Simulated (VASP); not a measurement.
Energy against volume of W (bcc). All values below come from r2SCAN+rVV10, VASP's PBE PAW potentials (set 64) (plane waves; VASP).

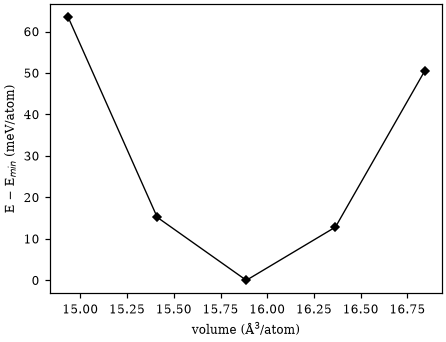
Figure. Energy against volume

Question: Estimate the equilibrium volume and the bulk modulus.

Answer: The minimum lies near 15.9 Å³/atom, and the curvature gives B0 of about 320 GPa.

Measured: bulk modulus 312 GPa at 0 K (computed value off by +1.3 %), as given by Vázquez-Parga, Fernández-Martínez, Viñes, J. Chem. Theory Comput. (2023), doi:10.1021/acs.jctc.3c00612, Supporting … [zero-point energy and finite temperature contributions removed]; a 3.160 Å at 0 K (computed value off by +0.3 %), as given by Daniel Mejia-Rodriguez et al., Physical Review B (2018), arXiv:1807.09216 [static lattice: zero-point anharmonic expansion removed].

The compound is W in the bcc structure. It was relaxed first.
